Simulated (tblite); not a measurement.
## Run report: C3H6BrSi (charge −1), saddle-point search

- system: C3H6BrSi, charge −1, SMILES Br[SiH-]C1CC1
- method: GFN2-xTB saddle search (eigenvector following) and harmonic vibrations, gas phase (tblite 0.8.0)

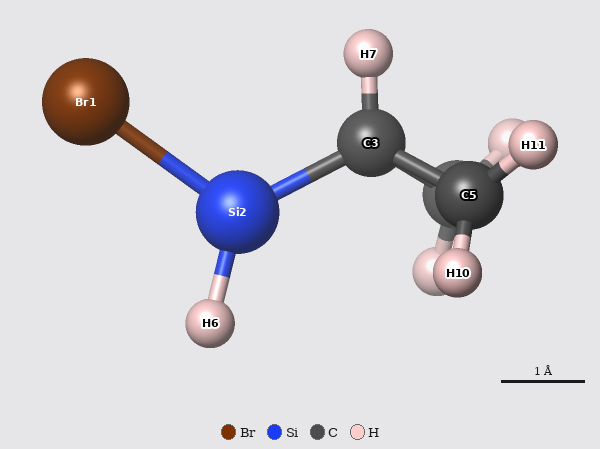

**Figure 1.** The structure as given in the input (ball-and-stick view, seen on its broad side; atoms are numbered from 1 in the order of the input). Bond lengths as drawn: Br–Si 2.29 Å, C–C 1.49 to 1.50 Å, C–H 1.08 Å, C–Si 1.84 Å and H–Si 1.40 Å.

Results in brief

| quantity | value |
| --- | --- |
| outcome | converged |
| total energy | −419.6642 eV |
| point group | Cs |
| hardware | 1 CPU thread, shared host |
| wall time | 1.3 s |
| peak memory | 0.2 GiB |

Input file
```
{"job": {"xc": "GFN2-xTB", "basis": "xTB", "kind": "saddle"}, "charge": -1, "multiplicity": 1}
Br     3.522077     1.044385     0.392727
Si     1.483357     0.668581    -0.568583
C      0.185724    -0.075459     0.502464
C     -0.764651    -1.050623    -0.106636
C     -1.231405     0.324517     0.267270
H      1.457958     1.063355    -1.907096
H      0.480059    -0.252996     1.528683
H     -1.127635    -1.888258     0.479283
H     -0.657271    -1.274497    -1.159355
H     -1.435288     1.021672    -0.534309
H     -1.912926     0.419323     1.105552
```

The first line tells a small driver script what to run in tblite; the rest is the geometry in Å.

Launched with:
```bash
OMP_NUM_THREADS=1 python <driver script> task.json out
```

What the program printed
```
step      E/eV     max force
  0    -419.66409   0.0162
  1    -419.66417   0.0052
  2    -419.66417   0.0010
lowest wavenumbers (cm-1): -623.1 35.1 98.1 228.9 304.6 403.4
```

Trajectory as extended XYZ (Å, eV, eV/Å), 3 frames, from step=0 to step=2
```
11
Properties=species:S:1:pos:R:3:forces:R:3 step=0 energy=-419.66409
Br    3.5221    1.0444    0.3927   -0.0020   0.0000  -0.0020
Si    1.4834    0.6686   -0.5686    0.0010   0.0000  -0.0060
C     0.1857   -0.0755    0.5025   -0.0130   0.0090  -0.0020
C    -0.7647   -1.0506   -0.1066    0.0040   0.0050  -0.0030
C    -1.2314    0.3245    0.2673   -0.0060  -0.0050  -0.0010
H     1.4580    1.0634   -1.9071    0.0010  -0.0060   0.0150
H     0.4801   -0.2530    1.5287    0.0040  -0.0050  -0.0090
H    -1.1276   -1.8883    0.4793    0.0000   0.0110  -0.0030
H    -0.6573   -1.2745   -1.1594    0.0040  -0.0040   0.0040
H    -1.4353    1.0217   -0.5343    0.0020  -0.0050   0.0030
H    -1.9129    0.4193    1.1056    0.0050   0.0000   0.0030
11
Properties=species:S:1:pos:R:3:forces:R:3 step=1 energy=-419.66417
Br    3.5141    1.0699    0.4002   -0.0020   0.0000  -0.0010
Si    1.4858    0.6620   -0.5700    0.0010   0.0020  -0.0040
C     0.1858   -0.0770    0.5013    0.0000   0.0000   0.0000
C    -0.7673   -1.0470   -0.1107    0.0000   0.0010   0.0000
C    -1.2313    0.3265    0.2721    0.0000   0.0000   0.0000
H     1.4676    1.0353   -1.9144    0.0010  -0.0010   0.0050
H     0.4834   -0.2619    1.5251   -0.0010   0.0000  -0.0010
H    -1.1307   -1.8864    0.4719    0.0000   0.0000   0.0000
H    -0.6615   -1.2667   -1.1643    0.0000   0.0000   0.0000
H    -1.4367    1.0282   -0.5249    0.0000   0.0000   0.0010
H    -1.9091    0.4173    1.1138    0.0000   0.0000   0.0000
11
Properties=species:S:1:pos:R:3:forces:R:3 step=2 energy=-419.66417
Br    3.5131    1.0725    0.4006    0.0000   0.0000   0.0000
Si    1.4861    0.6613   -0.5702    0.0000   0.0000   0.0000
C     0.1859   -0.0773    0.5012    0.0000   0.0000   0.0000
C    -0.7675   -1.0467   -0.1110    0.0000   0.0000   0.0000
C    -1.2312    0.3267    0.2726    0.0000   0.0000   0.0000
H     1.4685    1.0324   -1.9150    0.0000   0.0000   0.0010
H     0.4836   -0.2628    1.5249    0.0000   0.0000   0.0000
H    -1.1311   -1.8864    0.4711    0.0000   0.0000   0.0000
H    -0.6620   -1.2658   -1.1649    0.0000   0.0000   0.0000
H    -1.4366    1.0289   -0.5239    0.0000   0.0000   0.0000
H    -1.9088    0.4171    1.1145    0.0000   0.0000   0.0000
```

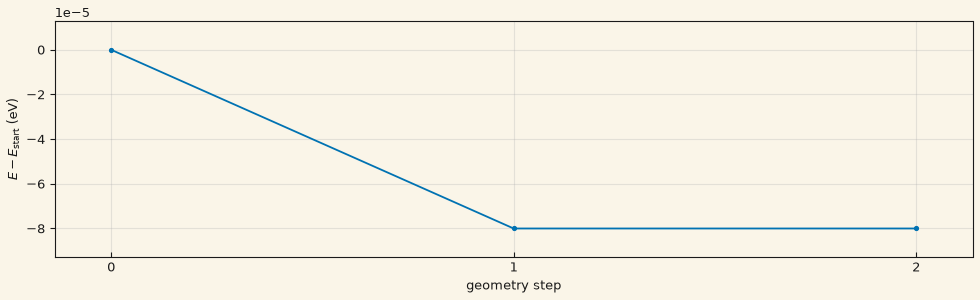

**Figure 2.** Progress of the saddle-point search, step by step (steps are counted from 0).

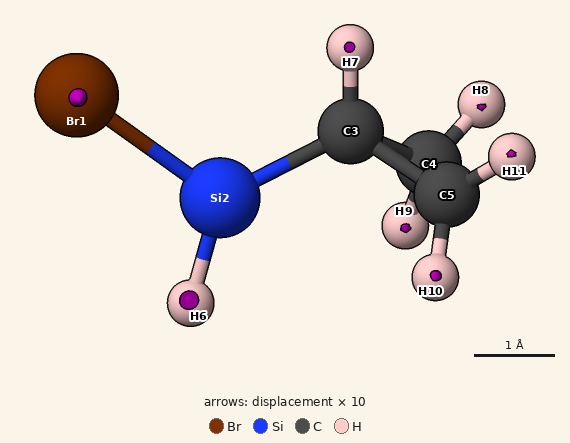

**Figure 3.** The starting structure with the displacements as pink arrows, magnified 10 times (ball-and-stick view, seen at a tilt). The two geometries are laid on each other by the best rigid fit. The energy falls by next to nothing (0.0 eV) in 2 geometry steps. The largest force component goes from 0.015 to 0.001 eV/Å. H6 moves most after the best rigid fit: 0.034 Å. Largest moves by element: H 0.034 Å, Br 0.031 Å, Si 0.008 Å, C 0.006 Å. (Atoms are counted from 1 in the order of the input.)
